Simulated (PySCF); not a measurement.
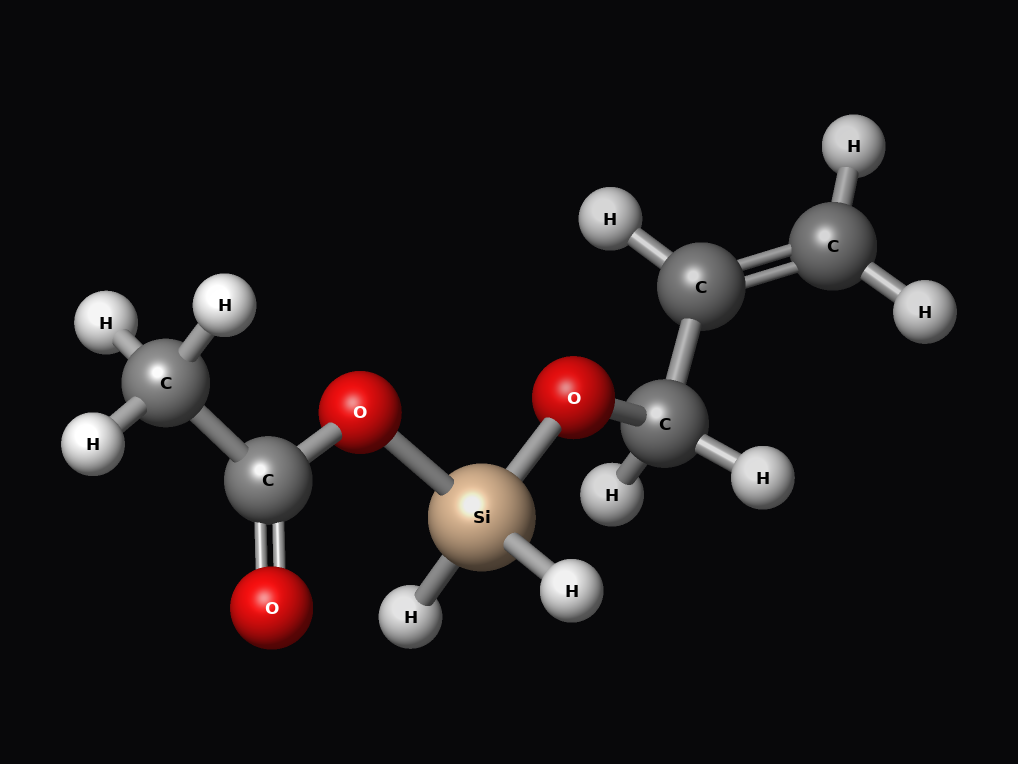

The picture shows a molecular structure as a ball-and-stick model.

The computed structure is the end point of a PBE0-D3(BJ)/def2-SVP optimisation. No frequency run is at hand to confirm it as a minimum.

> Give the formula.

C₅H₁₀O₃Si, 19 atoms: 5 carbon, 10 hydrogen, 3 oxygen and 1 silicon.

> Does it have rings?

It has no ring.

> Give the symmetry (Schoenflies symbol).

C1.

> What is its SMILES?

C=CCO[SiH2]OC(C)=O

> Name some functional groups or characteristic bonds that it holds.

Among them: alkene, Si–H bond, Si–O bond.

More results for the same structure follow; atom numbers are the same in all pictures, views and colours differ.

**NMR shielding**

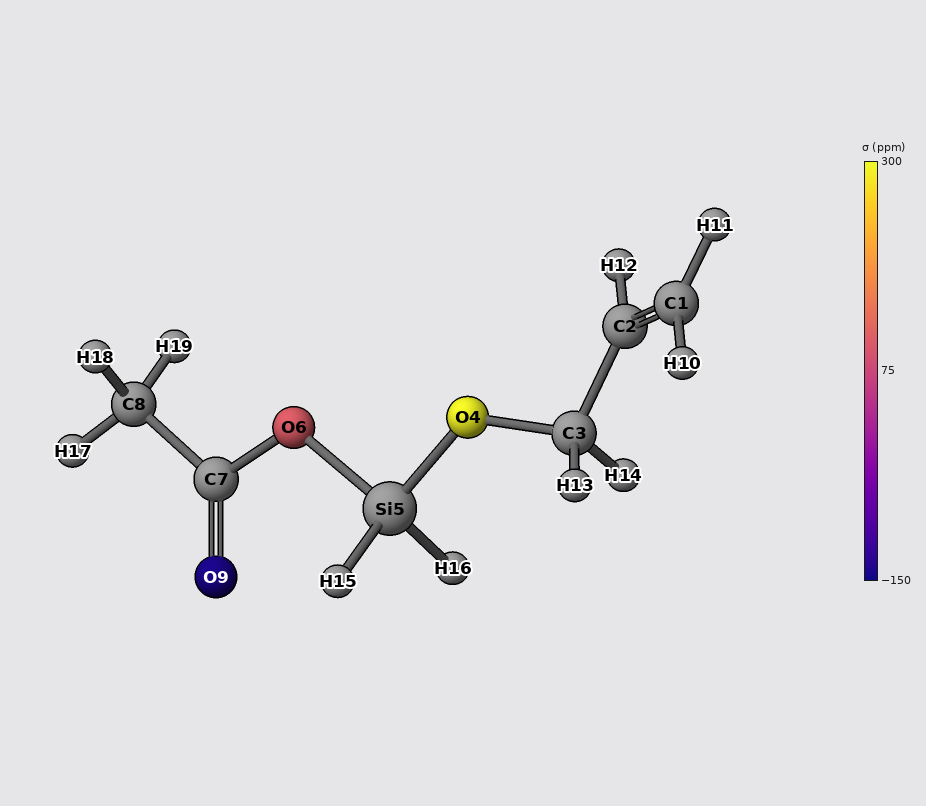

Atoms are coloured by their isotropic NMR shieldings (O only, the others grey). No frequency run is at hand to confirm it as a minimum. Level of theory: GIAO PBE0/pcSseg-1 NMR shielding, non-relativistic, gas phase (PySCF 2.14.0).

Give the isotropic NMR shieldings of the O atoms atom by atom.

| atom | σ (ppm) |
| --- | --- |
| O4 | 293.4 |
| O6 | 109.3 |
| O9 | −139.6 |

**Levels of theory compared**

No frequency run is at hand to confirm it as a minimum. Program: PySCF 2.14.0.

Tabulate dipole (D), HOMO–LUMO gap (eV), HOMO energy (eV) at these levels: CAM-B3LYP/def2-SVPD; KT3/pcSseg-1; PBE0/pcSseg-1; PBE0/pcSseg-1 in cyclohexane (IEF-PCM); PBE0/pcSseg-1 in dichloromethane (IEF-PCM).

```tsv
level	dipole (D)	HOMO–LUMO gap (eV)	HOMO energy (eV)
CAM-B3LYP/def2-SVPD	1.51	10.08	−9.12
KT3/pcSseg-1	1.44	5.51	−6.55
PBE0/pcSseg-1	1.48	7.70	−7.74
PBE0/pcSseg-1 in cyclohexane (IEF-PCM)	1.59	7.70	−7.69
PBE0/pcSseg-1 in dichloromethane (IEF-PCM)	1.71	7.66	−7.67
```

**Polarisability**

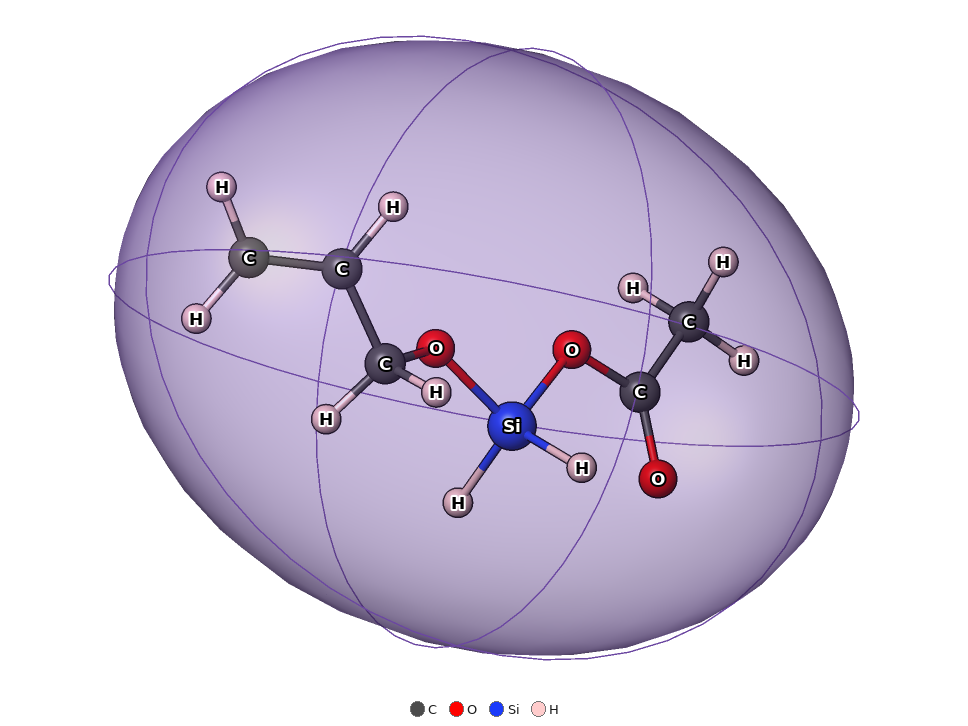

The ellipsoid shows the static dipole polarisability: its half-axes are proportional to the principal values. No frequency run is at hand to confirm it as a minimum. Computed with CAM-B3LYP/def2-SVPD (PySCF 2.14.0).

> Give the principal values, the mean and the anisotropy.

Principal values 76.6, 88.8, 125.5 bohr³; mean 97.0 bohr³ (14.37 Å³); anisotropy 44.0 bohr³, so the longest axis is 1.64 times the shortest.

**Excitation**

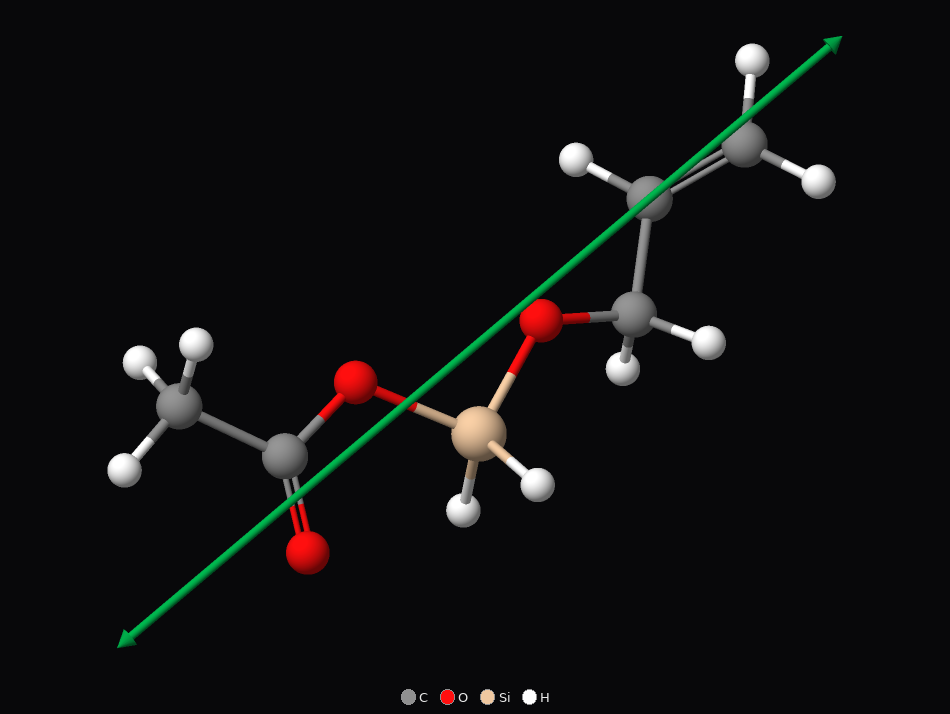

The double arrow shows the direction of the transition dipole to excited singlet state 2 (its length means nothing). No frequency run is at hand to confirm it as a minimum. Method: TDDFT CAM-B3LYP/def2-SVPD, vertical, gas phase, core orbitals frozen in the response (PySCF 2.14.0).

> Give its energy, strength and character.

7.23 eV (171 nm), oscillator strength 0.28, mainly HOMO → LUMO (weight 0.76); transition dipole 3.20 D.
